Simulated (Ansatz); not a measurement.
Start from C in the diamond structure (space group Fd-3m, No. 227; a = 3.5603 Å).

Modification: every lattice vector is shortened by 2.50 %; the atoms relax in the strained cell.

The values are results of r2SCAN, PAW, 500 eV (Ansatz, an electronic-structure program; spin-orbit coupling left out), not measurements.

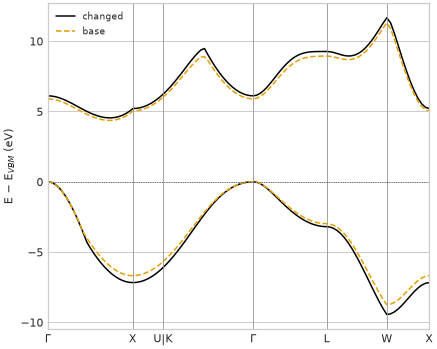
Fig. 1. Highest valence and lowest conduction band along the path, each from its own valence-band maximum

The gap is 4.55 eV, indirect, Γ → Γ–X (75 % along); the base has 4.36 eV.

Stability against distortions was not tested.
